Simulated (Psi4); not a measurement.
# UHF/cc-pVTZ run of BF2 (SMILES F[B]F)

Aim: the energy change on altering one bond length of BF2 at UHF/cc-pVTZ, from 2 runs. 

The results are computed with Psi4 1.11.

3 further runs of the same task are left out: 3 set aside as unsound or not needed.

## (1) The structure to begin with

BF2: 3 atoms, total charge 0, spin state doublet. SMILES: `F[B]F`. Geometry: relaxed at PBE0-D4/def2-TZVP.

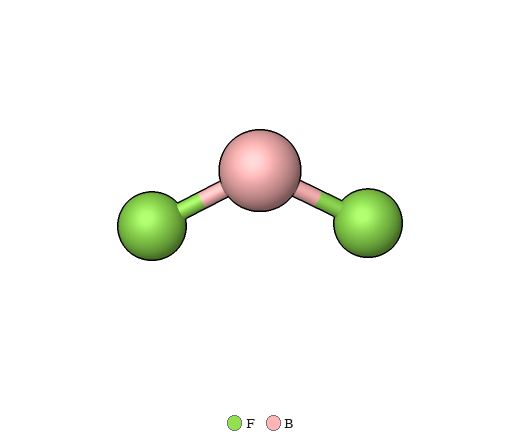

Viewed from a chosen angle; fluorine green, boron pink.

## (2) The energy at UHF/cc-pVTZ

The input, input.json:

```json
{
 "schema_name": "qcschema_input",
 "schema_version": 1,
 "molecule": {
  "schema_name": "qcschema_molecule",
  "schema_version": 2,
  "symbols": ["F", "B", "F"],
  "geometry": [0.96961847, -1.97344099, 0.30235618, 0.52723359, 0.45447913, 0.34260735, -1.51726111, 1.39631863, -0.67009688],
  "molecular_charge": 0,
  "molecular_multiplicity": 2,
  "fix_symmetry": "c1",
  "fix_com": true,
  "fix_orientation": true
 },
 "driver": "energy",
 "model": {
  "method": "hf",
  "basis": "cc-pVTZ"
 },
 "keywords": {
  "reference": "uhf",
  "puream": true,
  "e_convergence": 1e-09,
  "d_convergence": 1e-08,
  "scf_type": "pk",
  "maxiter": 200
 }
}
```

The run is started by

```bash
$ psi4 --qcschema input.json -n 1 --memory 1600MB
```

stdout:

```text
[...]
  Running in c1 symmetry.
[...]
  Nuclear repulsion =   55.302284354231013
[...]
  Multiplicity = 2
[...]
  Nalpha       = 12
  Nbeta        = 11
[...]
    Number of basis functions: 90
[...]
   @UHF iter   1:  -223.65270810230288   -8.36720e-01   4.39022e-03 ADIIS/DIIS
[...]
   @UHF iter  12:  -223.70742178606679   -1.01181e-11   6.56766e-09 DIIS
[...]
   @S^2 Observed:                7.521937109E-01
[...]
    Orbital Energies [Eh]
    ---------------------
    Alpha Occupied:
       1A    -26.337668     2A    -26.337646     3A     -7.749936
       4A     -1.671158     5A     -1.642765     6A     -0.843812
       7A     -0.791540     8A     -0.754035     9A     -0.732221
      10A     -0.676613    11A     -0.676531    12A     -0.413476
    Alpha Virtual:
      13A      0.102668    14A      0.204742    15A      0.208594
      16A      0.262861    17A      0.298584    18A      0.490628
      19A      0.520997    20A      0.561406    21A      0.667210
      22A      0.669966    23A      0.669994    24A      0.787877
      25A      1.015790    26A      1.033978    27A      1.046624
[...]
  @UHF Final Energy:  -223.70742178606679
   => Energetics <=
    Nuclear Repulsion Energy =             55.3022843542310127
    One-Electron Energy =                -421.3096518794121152
    Two-Electron Energy =                 142.2999457391143210
    Total Energy =                       -223.7074217860667886
  UHF NO Occupations:
  HONO-2 :   10  A 1.9995905
  HONO-1 :   11  A 1.9994544
[...]
 Multipole Moments:
 ------------------------------------------------------------------------------------
     Multipole            Electronic (a.u.)      Nuclear  (a.u.)        Total (a.u.)
 ------------------------------------------------------------------------------------
 L = 1.  Multiply by 2.5417464519 to convert [e a0] to [Debye]
 Dipole X            :          2.4448558           -2.2926158            0.1522400
 Dipole Y            :          3.0628007           -2.9217056            0.1410951
 Dipole Z            :          1.6966724           -1.5966296            0.1000428
 Magnitude           :                                                    0.2304201
[...]
```

The result, in JSON:

```text
{
 "driver": "energy",
 "model": {
  "method": "hf",
  "basis": "cc-pVTZ"
 },
 "success": true,
 "return_result": -223.7074217860668,
 "properties": {
  "calcinfo_nbasis": 90,
  "calcinfo_nmo": 90,
  "calcinfo_nalpha": 12,
  "calcinfo_nbeta": 11,
  "calcinfo_natom": 3,
  "nuclear_repulsion_energy": 55.30228435423101,
  "return_energy": -223.7074217860668,
  "scf_one_electron_energy": -421.3096518794121,
  "scf_two_electron_energy": 142.29994573911432,
  "scf_dipole_moment": [0.1522399746049352, 0.14109510234842926, 0.10004284582515877],
  "scf_total_energy": -223.7074217860668,
  "scf_iterations": 12
 }
}
```

It took 3.9 s on 1 thread of AMD EPYC 7B13 (Zen 3), shared host; peak memory 0.34 GiB.

## (3) The distorted shape: energy and gradient at UHF/cc-pVTZ

The input, bf2.xyz:

```xyz
3
BF2
F      0.583336    -1.429774     0.153609
B      0.279000     0.240500     0.181300
F     -0.802900     0.738900    -0.354600
```

The input, run.py:

```python
import numpy as np
from ase.calculators.psi4 import Psi4
from ase.io import read

mol = read('bf2.xyz')
calc = Psi4(atoms=mol, method='hf', basis='cc-pVTZ', memory='1600MB', num_threads=1, charge=0, multiplicity=2, label='psi4-calc', reference='uhf')
calc.psi4.set_options({'puream': True, 'e_convergence': 1e-09, 'd_convergence': 1e-08, 'scf_type': 'pk', 'maxiter': 200})
mol.calc = calc

forces = mol.get_forces()
print(f'energy: {mol.get_potential_energy():.6f} eV')
print('forces / eV A^-1')
print(np.round(forces, 5))
```

The run is started by

```bash
$ python run.py
```

psi4-calc.dat:

```text
[...]
  Running in c1 symmetry.
[...]
  Nuclear repulsion =   48.593030245616106
[...]
  Multiplicity = 2
[...]
  Nalpha       = 12
  Nbeta        = 11
[...]
    Number of basis functions: 90
[...]
   @UHF iter   1:  -223.54024537788268   -1.07208e+00   5.24214e-03 DIIS/ADIIS
[...]
   @UHF iter  15:  -223.63516972575036   -4.14957e-12   6.33763e-09 DIIS
[...]
   @S^2 Observed:                7.587581962E-01
[...]
    Orbital Energies [Eh]
    ---------------------
    Alpha Occupied:
       1A    -26.385617     2A    -26.268881     3A     -7.819769
       4A     -1.697708     5A     -1.524704     6A     -0.860271
       7A     -0.763894     8A     -0.744953     9A     -0.684434
      10A     -0.608890    11A     -0.606004    12A     -0.465525
    Alpha Virtual:
      13A      0.057618    14A      0.173422    15A      0.188999
      16A      0.253679    17A      0.280595    18A      0.359342
      19A      0.479490    20A      0.533408    21A      0.555156
      22A      0.634070    23A      0.681777    24A      0.742796
      25A      1.010293    26A      1.022771    27A      1.028273
[...]
  @UHF Final Energy:  -223.63516972575036
   => Energetics <=
    Nuclear Repulsion Energy =             48.5930302456161058
    One-Electron Energy =                -408.2591368971035308
    Two-Electron Energy =                 136.0309369257370804
    Total Energy =                       -223.6351697257503588
  UHF NO Occupations:
  HONO-2 :   10  A 1.9996748
  HONO-1 :   11  A 1.9962049
[...]
 Multipole Moments:
 ------------------------------------------------------------------------------------
     Multipole            Electronic (a.u.)      Nuclear  (a.u.)        Total (a.u.)
 ------------------------------------------------------------------------------------
 L = 1.  Multiply by 2.5417464519 to convert [e a0] to [Debye]
 Dipole X            :          0.0694052           -0.1226851           -0.0532800
 Dipole Y            :          1.1401819           -0.1848999            0.9552820
 Dipole Z            :          0.1710761           -0.0889242            0.0821520
 Magnitude           :                                                    0.9602871
[...]
  -Total Gradient:
     Atom            X                  Y                   Z
    ------   -----------------  -----------------  -----------------
       1        0.026652061819    -0.121041749817     0.000517502344
       2        0.011684477637     0.096283594749     0.017644093770
       3       -0.038336539456     0.024758155068    -0.018161596114
[...]
```

On the terminal:

```text
energy: -6085.422932 eV
forces / eV A^-1
[[-1.3705   6.22422 -0.02661]
 [-0.60084 -4.9511  -0.9073 ]
 [ 1.97134 -1.27312  0.93391]]
```

Run time: 7.8 s. Hardware: 1 thread of AMD EPYC 7B13 (Zen 3), shared host; peak memory 0.35 GiB.

## (4) Results

Level: UHF/cc-pVTZ.

| quantity | value |
| --- | --- |
| first shape: total energy | -223.70742 Eh |
| first shape: dipole moment | 0.59 D |
| first shape: HOMO energy (highest over α and β) | -11.25 eV |
| first shape: LUMO energy (lowest over α and β) | 1.89 eV |
| first shape: ⟨S²⟩ | 0.752 |
| distorted shape: total energy | -223.63517 Eh |
| distorted shape: dipole moment | 2.44 D |
| distorted shape: HOMO energy (highest over α and β) | -12.67 eV |
| distorted shape: LUMO energy (lowest over α and β) | 0.70 eV |
| distorted shape: ⟨S²⟩ | 0.759 |
| distorted shape: largest force on an atom | 6.373 eV/Å |
| energy change with the F1–B2 bond stretched from 1.306 to 1.698 Å | 1.966 eV |

What this shows: With the F1–B2 bond stretched from 1.306 to 1.698 Å the energy rises by 1.97 eV (45 kcal/mol). The first shape isn't relaxed at this level, so the change isn't measured from a minimum.
